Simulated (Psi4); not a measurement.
**HF/6-31G(d) (spherical functions) run of CHClGaNO (SMILES O=C=[N][GaH][Cl])**

Aim: the energy change on altering one bond length of CHClGaNO at HF/6-31G* (spherical functions), from 2 runs. 

Program for the calculation: Psi4 1.11.

2 further runs of the same task are left out: 2 set aside as unsound or not needed. Runs told in other sessions of the task aren't counted.

## 1. The system as given

CHClGaNO: 6 atoms, total charge 0, spin state singlet. As SMILES, `O=C=[N][GaH][Cl]`. The coordinates come from a PBE0-D4/def2-TZVP relaxation. This is one conformer, not always the lowest.

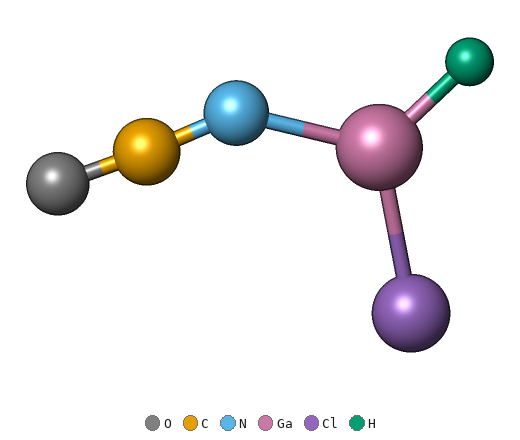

Viewed from a chosen angle; oxygen grey, carbon amber, nitrogen blue, gallium pink, chlorine purple, hydrogen teal.

## 2. A single-point energy at HF/6-31G(d) (spherical functions)

Contents of calc.inp:

```
memory 2200 mb

molecule molecule1 {
  0 1
  O     -0.700200    -2.626600    -0.696700
  C     -0.691800    -1.486000    -0.467600
  N     -0.756800    -0.304700    -0.247900
  Ga     0.248500     1.124400     0.275700
  Cl     2.297400     0.694600     0.677800
  H     -0.354900     2.534400     0.412700
  units angstrom
  symmetry c1
  no_reorient
  no_com
}

set basis 6-31G*
set reference rhf
set puream true
set e_convergence 1e-09
set d_convergence 1e-08
set scf_type pk

e_tot, wfn = energy("scf", return_wfn=True)
oeprop(wfn, "MAYER_INDICES", "DIPOLE", "MULLIKEN_CHARGES")
print_variables()
```

Started as:

```
$ psi4 -n 1 calc.inp calc.out
```

calc.out:

```text
[...]
  Running in c1 symmetry.
[...]
  Nuclear repulsion =  378.168382856798132
[...]
  Multiplicity = 1
[...]
  Nalpha       = 35
  Nbeta        = 35
[...]
    Number of basis functions: 94
[...]
   @RHF iter   1: -2548.80251266977848   -3.19562e+00   2.77676e-02 DIIS/ADIIS
[...]
   @RHF iter  13: -2550.30584825527285   -9.09495e-12   8.93889e-09 DIIS
[...]
    Orbital Energies [Eh]
    ---------------------
    Doubly Occupied:
       1A   -378.904807     2A   -104.814008     3A    -48.280746
       4A    -42.612960     5A    -42.609831     6A    -42.609056
       7A    -20.620950     8A    -15.589076     9A    -11.414310
      10A    -10.554437    11A     -8.022348    12A     -8.020240
      13A     -8.019982    14A     -6.493366    15A     -4.588255
      16A     -4.584098    17A     -4.582093    18A     -1.469663
      19A     -1.291093    20A     -1.280162    21A     -1.275937
      22A     -1.272374    23A     -1.272359    24A     -1.231120
      25A     -1.081537    26A     -0.760136    27A     -0.709495
      28A     -0.646646    29A     -0.645745    30A     -0.573598
      31A     -0.512216    32A     -0.479405    33A     -0.466633
      34A     -0.447776    35A     -0.444847
[...]
  @RHF Final Energy: -2550.30584825527285
   => Energetics <=
    Nuclear Repulsion Energy =            378.1683828567981323
    One-Electron Energy =               -4300.5858474619863046
    Two-Electron Energy =                1372.1116163499152663
    Total Energy =                      -2550.3058482552733039
[...]
 Multipole Moments:
 ------------------------------------------------------------------------------------
     Multipole            Electronic (a.u.)      Nuclear  (a.u.)        Total (a.u.)
 ------------------------------------------------------------------------------------
 L = 1.  Multiply by 2.5417464519 to convert [e a0] to [Debye]
 Dipole X            :        -59.5768856           59.2512288           -0.3256567
 Dipole Y            :        -31.3317083           32.3848035            1.0530952
 Dipole Z            :        -19.4596749           19.5917356            0.1320607
 Magnitude           :                                                    1.1101810
[...]
  Mulliken Charges: (a.u.)
   Center  Symbol    Alpha    Beta     Spin     Total
       1     O     4.24500  4.24500  0.00000 -0.49000
       2     C     2.58008  2.58008  0.00000  0.83985
       3     N     3.86248  3.86248  0.00000 -0.72497
       4    GA    15.21514 15.21514  0.00000  0.56972
       5    CL     8.61820  8.61820  0.00000 -0.23640
       6     H     0.47910  0.47910  0.00000  0.04180
   Total alpha = 35.00000, Total beta = 35.00000, Total charge =  0.00000
  Mayer Bond Indices:
[...]
```

Run time: 5.1 s. Hardware: 1 thread of Intel Xeon Platinum 8559C (Emerald Rapids), shared host; peak memory 0.35 GiB.

## 3. The distorted shape

Contents of chclgano.xyz:

```xyz
6
CHClGaNO
O     -0.706920    -3.539041    -0.879972
C     -0.691800    -1.486000    -0.467600
N     -0.756800    -0.304700    -0.247900
Ga     0.248500     1.124400     0.275700
Cl     2.297400     0.694600     0.677800
H     -0.354900     2.534400     0.412700
```

Contents of chclgano.py:

```python
import psi4

psi4.set_memory('2200 MB')
psi4.set_num_threads(1)
psi4.core.set_output_file('psi4.out', False)

with open('chclgano.xyz') as f:
    atoms = ''.join(f.readlines()[2:])
m = psi4.geometry('0 1\n' + atoms + 'symmetry c1\nno_reorient\nno_com')

psi4.set_options(dict(basis='6-31G*', puream=True, e_convergence=1e-09, d_convergence=1e-08, scf_type='pk'))

e_tot, wfn = psi4.energy('hf', molecule=m, return_wfn=True)
print(f'total energy {e_tot:.8f} hartree = {e_tot * 27.211386:.5f} eV')
```

Started as:

```
$ python chclgano.py
```

psi4.out:

```text
[...]
  Running in c1 symmetry.
[...]
  Nuclear repulsion =  356.605662977807810
[...]
  Multiplicity = 1
[...]
  Nalpha       = 35
  Nbeta        = 35
[...]
    Number of basis functions: 94
[...]
   @RHF iter   1: -2548.15860125929657   -3.62187e+00   2.86887e-02 ADIIS/DIIS
[...]
   @RHF iter  19: -2550.07534803986937   -4.54747e-12   4.93196e-09 DIIS
[...]
    Orbital Energies [Eh]
    ---------------------
    Doubly Occupied:
       1A   -378.925941     2A   -104.825690     3A    -48.301857
       4A    -42.634049     5A    -42.630825     6A    -42.630275
       7A    -20.631556     8A    -15.622806     9A    -11.360972
      10A    -10.565935    11A     -8.033856    12A     -8.031692
      13A     -8.031409    14A     -6.514422    15A     -4.609195
      16A     -4.605044    17A     -4.603227    18A     -1.313916
      19A     -1.300213    20A     -1.296685    21A     -1.293403
      22A     -1.293363    23A     -1.252298    24A     -1.189072
      25A     -1.092473    26A     -0.779313    27A     -0.598780
      28A     -0.553532    29A     -0.537324    30A     -0.528296
      31A     -0.504522    32A     -0.496989    33A     -0.491214
      34A     -0.483977    35A     -0.473456
[...]
  @RHF Final Energy: -2550.07534803986937
   => Energetics <=
    Nuclear Repulsion Energy =            356.6056629778078104
    One-Electron Energy =               -4257.2868663828085118
    Two-Electron Energy =                1350.6058553651314469
    Total Energy =                      -2550.0753480398693682
[...]
 Multipole Moments:
 ------------------------------------------------------------------------------------
     Multipole            Electronic (a.u.)      Nuclear  (a.u.)        Total (a.u.)
 ------------------------------------------------------------------------------------
 L = 1.  Multiply by 2.5417464519 to convert [e a0] to [Debye]
 Dipole X            :        -59.3721680           59.1496372           -0.2225308
 Dipole Y            :        -16.8763254           18.5906948            1.7143694
 Dipole Z            :        -16.5328327           16.8210645            0.2882318
 Magnitude           :                                                    1.7526151
[...]
```

The script printed:

```text
total energy -2550.07534804 hartree = -69391.08462 eV
```

Wall time 4.8 s (1 thread of Intel Xeon Platinum 8559C (Emerald Rapids), shared host); peak memory 0.35 GiB.

## 4. Outcome

At HF/6-31G* (spherical functions):

| quantity | value |
| --- | --- |
| first shape: total energy | -2550.30585 Eh |
| first shape: dipole moment | 2.82 D |
| first shape: HOMO energy | -12.10 eV |
| first shape: LUMO energy | 0.97 eV |
| first shape: HOMO–LUMO gap | 13.08 eV |
| distorted shape: total energy | -2550.07535 Eh |
| distorted shape: dipole moment | 4.45 D |
| distorted shape: HOMO energy | -12.88 eV |
| distorted shape: LUMO energy | 0.50 eV |
| distorted shape: HOMO–LUMO gap | 13.38 eV |
| energy change with the O1–C2 bond stretched from 1.163 to 2.094 Å | 6.272 eV |

What this shows: With the O1–C2 bond stretched from 1.163 to 2.094 Å the energy rises by 6.27 eV (145 kcal/mol). The first shape isn't relaxed at this level, so the change isn't measured from a minimum. A restricted reference can't describe the breaking bond well at this length. With no_com the log's rotational constants are taken about the origin, not the centre of mass, so they aren't the molecule's.
